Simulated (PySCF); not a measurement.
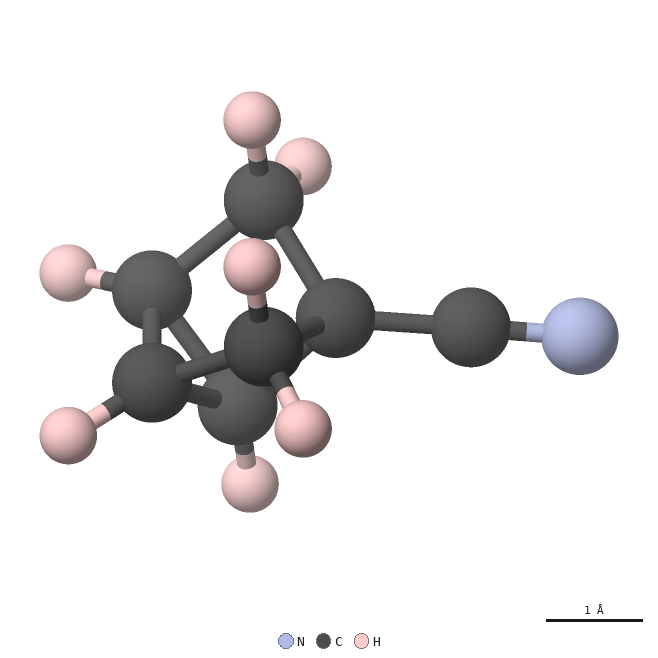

Every bond is drawn as one stick, whatever its order.

Computed geometry: GFN2-xTB optimisation. No frequency run is at hand to confirm it as a minimum.

> What is the molecular formula?

C7H7N, 15 atoms: 7 carbon, 7 hydrogen and 1 nitrogen.

> How many bonds of each kind are drawn?

9 C–C, 7 C–H, 1 C–N.

> Describe its rings.

Independent rings (smallest set): 1 of 3 members, 2 of 4 members.

> How many atoms are distinct by symmetry?

10: 1 N, 1 C, 1 C, 2 C, 2 C, 1 C, 2 H, 2 H, 2 H, 1 H.

The parts below concern this one geometry. Atoms keep their numbers from picture to picture.

## Shape

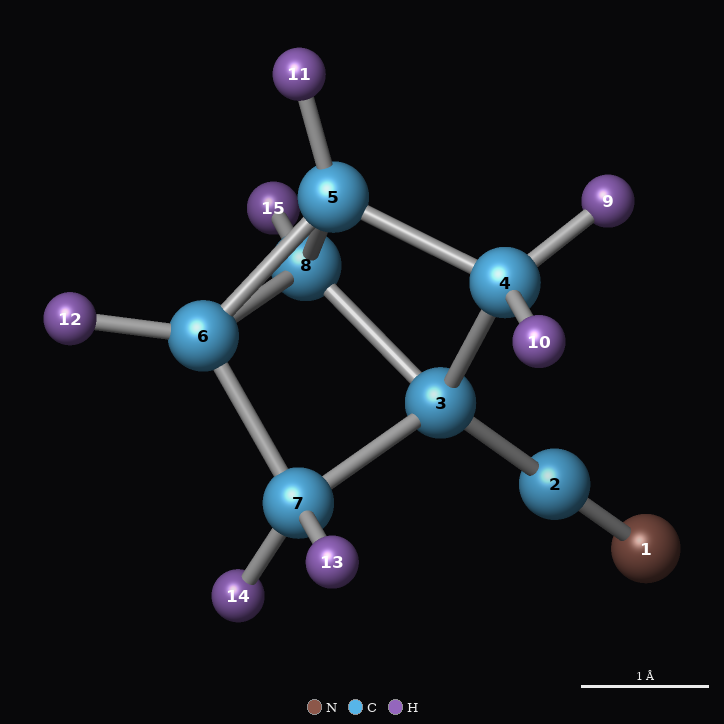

Atoms carry their numbers in the input. No frequency run is at hand to confirm it as a minimum.

List the bonds and their lengths. Leave out bonds to hydrogen.

```
 bond  length (Å)   order
N1–C2       1.146  triple
C2–C3       1.419  single
C3–C4       1.545  single
C3–C7       1.545  single
C3–C8       1.566  single
C4–C5       1.515  single
C5–C6       1.519  single
C5–C8       1.499  single
C6–C7       1.515  single
C6–C8       1.499  single
```

## Ring current

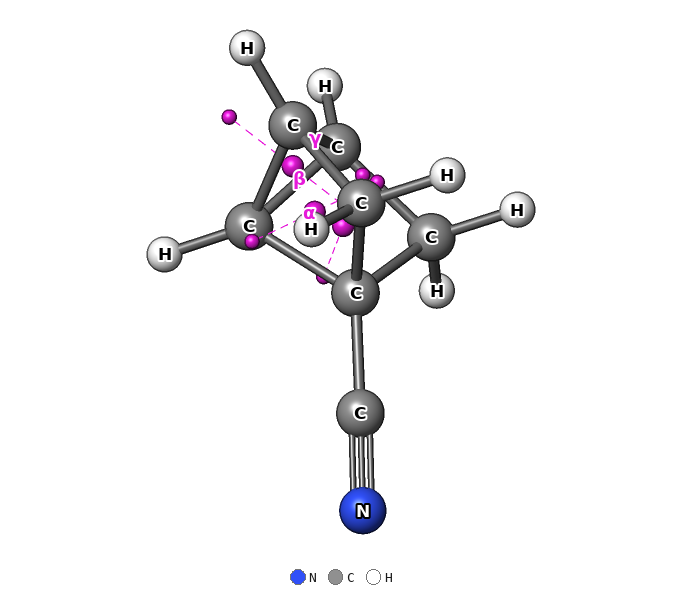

The small points mark where nucleus-independent chemical shifts (NICS) were computed: at the centre of each lettered ring and 1 Å above and below it. No frequency run is at hand to confirm it as a minimum. Properties computed with GIAO PBE0/pcSseg-1 NMR shielding, non-relativistic, gas phase (PySCF 2.14.0).

Give NICS(0), NICS(1) and the out-of-plane component NICS(1)zz for each ring (means of the two sides).

| ring | members | NICS(0) | NICS(1) | NICS(1)zz |
| --- | --- | --- | --- | --- |
| α | C4 | −8.7 | −5.8 | −2.2 |
| β | C4 | −8.7 | −5.8 | −2.2 |
| γ | C3 | −40.1 | −9.6 | −29.7 |

Values in ppm.

## NMR shielding

The questions are on isotropic NMR shieldings of the H atoms. No frequency run is at hand to confirm it as a minimum. Level of theory: GIAO PBE0/pcSseg-1 NMR shielding, non-relativistic, gas phase (PySCF 2.14.0).

Give the isotropic NMR shieldings of the H atoms atom by atom.

| atom | σ (ppm) |
| --- | --- |
| H9 | 28.83 |
| H10 | 29.69 |
| H11 | 29.98 |
| H12 | 29.98 |
| H13 | 29.69 |
| H14 | 28.82 |
| H15 | 28.37 |

## Electronic properties

No frequency run is at hand to confirm it as a minimum. Method: PBE0/def2-SVPD, gas phase (PySCF 2.14.0). Excitations: vertical, linear response.

Predict the main results.

- dipole moment: 4.45 D
- HOMO energy (Kohn–Sham orbital): −7.90 eV
- LUMO energy (Kohn–Sham orbital): 0.28 eV
- HOMO–LUMO gap: 8.18 eV
- mean static polarisability: 74.7 bohr³
- lowest vertical singlet excitation: 6.77 eV
- its oscillator strength: 0.001
